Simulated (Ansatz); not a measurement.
## Calibrating B3LYP-D4/def2-TZVPP on In-containing molecules

The vertical ionisation energy (cation less neutral) in eV of 6 In-containing molecules: x at B3LYP-D4/def2-TZVPP, y at CCSD(T)/def2-TZVPP. Shapes, held fixed at every level: PBE0-D4/def2-TZVP. Programs: Ansatz 0.2.0.

```
                                            molecule  x (eV)  y (eV)
                                           InH3(NH3)    9.59    9.71
                              InCl (SMILES [Cl][In])    9.59    9.48
                                           PH3(InH3)    9.79    9.88
                                           InH3(SH2)    9.86    9.98
                                InF (SMILES [F][In])   10.15       ?
In2H2Cl4 (SMILES [Cl][InH-]1[Cl+][InH-]([Cl])[Cl+]1)   10.39   11.13
```

Problem. Fit y = c + s·x to the known rows and predict y for InF.

Solution. 
1. Means of the 5 rows: x = 9.8440, y = 10.036.
2. Σ(Δx)² = 0.43032, Σ(Δx·Δy) = 0.82888, so the slope is 0.82888/0.43032 = 1.9262.
3. Intercept: 10.036 − (1.9262) × 9.8440 = -8.926. The largest residual of the fit is 0.16.
4. InF: -8.926 + 1.9262 × 10.15 = 10.62 eV.

CCSD(T)/def2-TZVPP gives 10.02 eV, so the prediction is off by +0.60 eV, more than the largest residual. Uncorrected, B3LYP-D4/def2-TZVPP misses InF by +0.13 eV, and the other rows by 0.24 on average. The line makes this one worse. In2H2Cl4 lies far out in x and weighs most in the slope. Left out in turn, the other rows are missed by 0.18 eV on average, so the withheld one doesn't follow the line. Cations run unrestricted. For atoms past krypton def2 sets carry core potentials with scalar relativity. Outer-core shells of In are correlated, in sets that cover them unevenly.

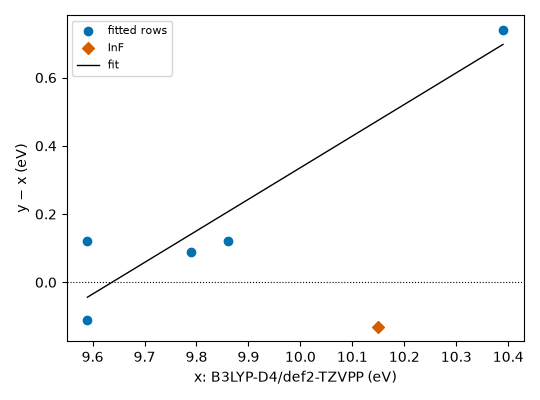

The correction y − x against x, with the fitted line and the withheld molecule.
